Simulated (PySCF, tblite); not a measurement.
**C₇H₁₀OSSi: geometry, infrared bands and NMR shifts**

Aim: predict the infrared bands and NMR shifts of C₇H₁₀OSSi (`COc1ccc(S[SiH3])cc1`).

Computed with tblite 0.8.0 and PySCF 2.14.0, with density-fitted response routines of our own, on a single molecule in the gas phase. Atoms are numbered from 0 throughout.

**1. The molecule as given**

20 atoms, charge 0, multiplicity 1; geometry from: force field or distance geometry start.

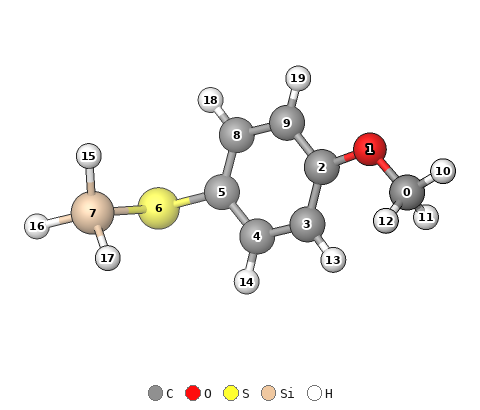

As it starts; carbon grey, oxygen red, sulfur yellow, silicon light orange, hydrogen white, atoms numbered.

**2. Relaxing the molecule with GFN2-xTB**

What the job is given:

```
{"job": {"kind": "relax", "xc": "GFN2-xTB", "basis": "xTB"}, "charge": 0, "multiplicity": 1}
C     -3.641100     0.266100     0.500000
O     -2.747900    -0.787100     0.217000
C     -1.460900    -0.444300    -0.124900
C     -0.974800     0.866500    -0.238000
C      0.356400     1.074800    -0.596500
C      1.200300    -0.002300    -0.874300
S      2.892500     0.286700    -1.359600
Si     3.963600     0.224500     0.513600
C      0.709100    -1.304800    -0.783100
C     -0.629000    -1.517800    -0.404900
H     -4.618600    -0.177200     0.757700
H     -3.802500     0.896300    -0.380300
H     -3.320800     0.863000     1.369000
H     -1.589900     1.725400    -0.031500
H      0.720000     2.106200    -0.685200
H      3.771200    -1.114700     1.144200
H      5.401200     0.459000     0.253800
H      3.431500     1.275200     1.406600
H      1.335900    -2.153800    -1.002700
H     -1.001000    -2.531000    -0.334800
```

Command:

```
OMP_NUM_THREADS=1 python probes_run.py task.json out
```

One launch serves the whole session: the jobs run in the order shown.

**Question.** This job is followed by: GFN2-xTB harmonic vibrations, gas phase; GIAO PBE0/pcSseg-1 NMR shielding, non-relativistic, gas phase. What will the session give for the following? strongest single infrared mode (GFN2-xTB); zero-point energy (GFN2-xTB); 13C shifts against TMS (PBE0/pcSseg-1, means over atoms taken as alike); 1H shifts against TMS (PBE0/pcSseg-1, means over atoms taken as alike); 17O shifts against H2O (PBE0/pcSseg-1); 33S shifts against CS2 (PBE0/pcSseg-1); 29Si shifts against TMS (PBE0/pcSseg-1); surface potential, least and greatest.

The runs gave:

```
                                                               quantity                                 value
                              strongest single infrared mode (GFN2-xTB)                  765 cm⁻¹, 453 km/mol
                                           zero-point energy (GFN2-xTB)                         90.7 kcal/mol
13C shifts against TMS (PBE0/pcSseg-1, means over atoms taken as alike)  167.0, 142.7, 129.3, 119.3, 55.9 ppm
 1H shifts against TMS (PBE0/pcSseg-1, means over atoms taken as alike)            7.89, 7.00, 4.54, 3.91 ppm
                                 17O shifts against H2O (PBE0/pcSseg-1)                             106.8 ppm
                                 33S shifts against CS2 (PBE0/pcSseg-1)                              -116 ppm
                                29Si shifts against TMS (PBE0/pcSseg-1)                             -45.6 ppm
                                  surface potential, least and greatest                    -0.99 V and 1.16 V
```

**Reading.** The optimisation took 54 steps and gained 0.125 eV; among the close pairs (by a distance rule), Si7–H15 changed most, from 1.493 to 1.458 Å. The lowest mode is slightly imaginary (7i cm⁻¹), a soft motion within the noise of the Hessian, so the minimum is not strictly shown. The strongest single mode, at 765 cm⁻¹, has its largest shares on H16, H17 and H15 (the list is cut at 3 atoms). GFN2-xTB is a fitted tight-binding method: band positions and strengths are rough. Its intensities can rank the bands wrongly. At PBE0/pcSseg-1: Shielding is most anisotropic at S6 (span 491 ppm, paramagnetic term -438 ppm). NICS(1)zz of -26 ppm above the planar ring from C2 marks a diatropic (aromatic) ring current. At PBE0/pcSseg-1, counted by nearest atom on the grid, the HOMO lies on C5 20 %; O1 18 %, the LUMO on C4, C9 about 22 % each; C3, C8 about 11 % each.
